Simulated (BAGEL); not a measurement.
**[B2H7N2]− (SMILES BN[BH2-]N) at HF/STO-3G (density fitting with qzvpp-jkfit)**

Aim: the vertical singlet–triplet gap of [B2H7N2]− at HF/STO-3G (density fitting with qzvpp-jkfit), from 2 runs. 

Program for the calculation: BAGEL 1.2.2.

## Step 1: Starting point

[B2H7N2]− has 11 atoms, charge -1, and is taken as a singlet. SMILES: `BN[BH2-]N`. The shape comes from GFN2-xTB, which is rough for such elements, and wasn't checked as a minimum.

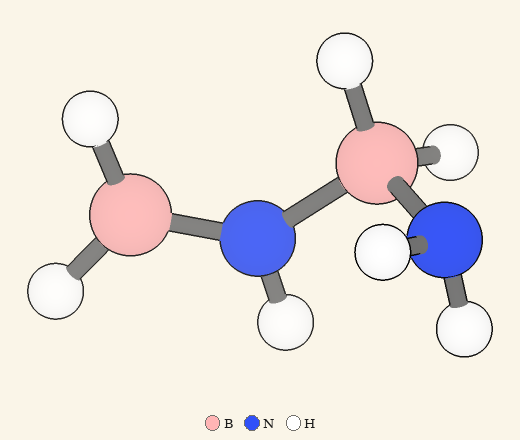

The structure, seen from a chosen angle (boron pink, nitrogen blue, hydrogen white).

## Step 2: A single-point energy at HF/STO-3G (density fitting with qzvpp-jkfit)

The input, hf.json:

```json
{ "bagel": [

{
  "title": "molecule",
  "basis": "sto-3g",
  "df_basis": "qzvpp-jkfit",
  "angstrom": true,
  "geometry": [
    { "atom": "B", "xyz": [      -0.979710,       1.555220,       0.061050 ] },
    { "atom": "N", "xyz": [       0.087510,       0.714510,       0.146320 ] },
    { "atom": "B", "xyz": [       0.241140,      -0.786240,       0.571090 ] },
    { "atom": "N", "xyz": [       0.712460,      -1.626900,      -0.650440 ] },
    { "atom": "H", "xyz": [      -0.845360,       2.681550,      -0.343300 ] },
    { "atom": "H", "xyz": [      -2.066230,       1.205010,       0.380920 ] },
    { "atom": "H", "xyz": [       0.987330,       1.078890,      -0.143850 ] },
    { "atom": "H", "xyz": [       1.107770,      -0.842480,       1.436810 ] },
    { "atom": "H", "xyz": [      -0.819360,      -1.212750,       0.965910 ] },
    { "atom": "H", "xyz": [       1.559760,      -1.215120,      -1.037700 ] },
    { "atom": "H", "xyz": [       0.014680,      -1.551690,      -1.386810 ] }
  ]
},

{
  "title": "hf",
  "charge": -1
},

{
  "title": "print",
  "file": "orbitals.molden",
  "orbitals": true
}

]}
```

Run with:

```bash
$ BAGEL_NUM_THREADS=1 BAGEL hf.json > hf.out
```

What it wrote:

```text
* using 1 threads per process

  ===============================================================
  ===============================================================

  *** Geometry ***

  { "atom" : "B", "xyz" : [     -1.851384,      2.938940,      0.115368 ] },
  { "atom" : "N", "xyz" : [      0.165370,      1.350228,      0.276505 ] },
  { "atom" : "B", "xyz" : [      0.455689,     -1.485778,      1.079204 ] },
  { "atom" : "N", "xyz" : [      1.346354,     -3.074395,     -1.229153 ] },
  { "atom" : "H", "xyz" : [     -1.597499,      5.067395,     -0.648743 ] },
  { "atom" : "H", "xyz" : [     -3.904609,      2.277139,      0.719834 ] },
  { "atom" : "H", "xyz" : [      1.865783,      2.038807,     -0.271837 ] },
  { "atom" : "H", "xyz" : [      2.093382,     -1.592056,      2.715177 ] },
  { "atom" : "H", "xyz" : [     -1.548366,     -2.291765,      1.825305 ] },
  { "atom" : "H", "xyz" : [      2.947519,     -2.296244,     -1.960969 ] },
  { "atom" : "H", "xyz" : [      0.027741,     -2.932269,     -2.620691 ] },

  Number of auxiliary basis functions:      430

  Since a DF basis is specified, we compute 2- and 3-index integrals:
    o Being stored without compression. Storage requirement is 0.003 GB

  Number of basis functions:       27
  Number of electrons      :       31

    * METHOD: MOLECULE                             0.12

  *** RHF ***

  === Nuclear Repulsion ===
   106.3079031324

      * DIIS with orbital gradients will be used.

  === RHF iteration (sto-3g) ===
      0       -160.19292079          0.01737182           0.01
      1       -160.26565074          0.00501192           0.01
      2       -160.27137916          0.00139142           0.01
      3       -160.27190943          0.00028870           0.01
      4       -160.27193365          0.00005821           0.01
      5       -160.27193563          0.00001535           0.01
      6       -160.27193577          0.00000294           0.01
      7       -160.27193577          0.00000072           0.01
      8       -160.27193577          0.00000017           0.01
      9       -160.27193577          0.00000006           0.01
     10       -160.27193577          0.00000001           0.01
     11       -160.27193577          0.00000000           0.01
    * SCF iteration converged.

    * Permanent dipole moment:
           (   -0.411119,    -0.861186,     0.942075) a.u.

    * METHOD: HF                                   0.19

    * METHOD: PRINT                                0.00

  ===============================================================
```

Wall time 0.46 s (1 thread of Arm Neoverse V2, shared host); peak memory 0.081 GiB.

## Step 3: The triplet at the same level

The input, input.json:

```json
{ "bagel" : [

{
  "title" : "molecule",
  "basis" : "sto-3g",
  "df_basis" : "qzvpp-jkfit",
  "angstrom" : true,
  "geometry" : [
    { "atom" : "B", "xyz" : [   -0.979710,    1.555220,    0.061050 ] },
    { "atom" : "N", "xyz" : [    0.087510,    0.714510,    0.146320 ] },
    { "atom" : "B", "xyz" : [    0.241140,   -0.786240,    0.571090 ] },
    { "atom" : "N", "xyz" : [    0.712460,   -1.626900,   -0.650440 ] },
    { "atom" : "H", "xyz" : [   -0.845360,    2.681550,   -0.343300 ] },
    { "atom" : "H", "xyz" : [   -2.066230,    1.205010,    0.380920 ] },
    { "atom" : "H", "xyz" : [    0.987330,    1.078890,   -0.143850 ] },
    { "atom" : "H", "xyz" : [    1.107770,   -0.842480,    1.436810 ] },
    { "atom" : "H", "xyz" : [   -0.819360,   -1.212750,    0.965910 ] },
    { "atom" : "H", "xyz" : [    1.559760,   -1.215120,   -1.037700 ] },
    { "atom" : "H", "xyz" : [    0.014680,   -1.551690,   -1.386810 ] }
  ]
},
{ "title" : "uhf", "charge" : -1, "nopen" : 2 },
{ "title" : "print", "file" : "orbitals.molden", "orbitals" : true }

]}
```

Run with:

```bash
$ BAGEL_NUM_THREADS=1 BAGEL input.json > input.out
```

What it wrote:

```text
* using 1 threads per process

  ===============================================================
  ===============================================================

  *** Geometry ***

  { "atom" : "B", "xyz" : [     -1.851384,      2.938940,      0.115368 ] },
  { "atom" : "N", "xyz" : [      0.165370,      1.350228,      0.276505 ] },
  { "atom" : "B", "xyz" : [      0.455689,     -1.485778,      1.079204 ] },
  { "atom" : "N", "xyz" : [      1.346354,     -3.074395,     -1.229153 ] },
  { "atom" : "H", "xyz" : [     -1.597499,      5.067395,     -0.648743 ] },
  { "atom" : "H", "xyz" : [     -3.904609,      2.277139,      0.719834 ] },
  { "atom" : "H", "xyz" : [      1.865783,      2.038807,     -0.271837 ] },
  { "atom" : "H", "xyz" : [      2.093382,     -1.592056,      2.715177 ] },
  { "atom" : "H", "xyz" : [     -1.548366,     -2.291765,      1.825305 ] },
  { "atom" : "H", "xyz" : [      2.947519,     -2.296244,     -1.960969 ] },
  { "atom" : "H", "xyz" : [      0.027741,     -2.932269,     -2.620691 ] },

  Number of auxiliary basis functions:      430

  Since a DF basis is specified, we compute 2- and 3-index integrals:
    o Being stored without compression. Storage requirement is 0.003 GB

  Number of basis functions:       27
  Number of electrons      :       31

    * METHOD: MOLECULE                             0.12

  *** Open-shell HF ***

  === Nuclear Repulsion ===
   106.3079031324

      * DIIS with orbital gradients will be used.

  === UHF iteration (sto-3g) ===
      0       -159.92569987          0.02996201           0.02
      1       -160.01906419          0.01614121           0.02
      2       -160.04792067          0.00727619           0.02
      3       -160.06269319          0.00647694           0.02
      4       -160.07563270          0.00284659           0.02
      5       -160.07780463          0.00214748           0.02
      6       -160.07946594          0.00104399           0.02
      7       -160.07989717          0.00052991           0.02
      8       -160.07995070          0.00014408           0.02
      9       -160.07995978          0.00004530           0.02
     10       -160.07996040          0.00002226           0.02
     11       -160.07996070          0.00000893           0.02
     12       -160.07996074          0.00000333           0.02
     13       -160.07996075          0.00000204           0.02
     14       -160.07996076          0.00000101           0.02
     15       -160.07996076          0.00000030           0.02
     16       -160.07996076          0.00000009           0.02
     17       -160.07996076          0.00000003           0.02
     18       -160.07996076          0.00000001           0.02
     19       -160.07996076          0.00000001           0.02
    * SCF iteration converged.

    * S^2 (UHF) is 2.0201

    * Permanent dipole moment:
           (   -1.503467,     0.136077,     0.873523) a.u.

    * METHOD: UHF                                  0.52

    * METHOD: PRINT                                0.00

  ===============================================================
```

Run time: 0.8 s. Hardware: 1 thread of Arm Neoverse V2, shared host; peak memory 0.081 GiB.

## Step 4: Results

Level: HF/STO-3G (density fitting with qzvpp-jkfit).

| quantity | value |
| --- | --- |
| singlet: total energy | -160.27194 Eh |
| singlet: HOMO energy | -1.70 eV |
| singlet: LUMO energy | 15.10 eV |
| singlet: HOMO–LUMO gap | 16.79 eV |
| triplet: total energy | -160.07996 Eh |
| triplet: ⟨S²⟩ | 2.020 |
| vertical energy of the triplet above the singlet | 5.224 eV |

In words: At this shape the triplet lies 5.22 eV (120 kcal/mol) above the singlet. For an anion a state so high probably lies above electron detachment.
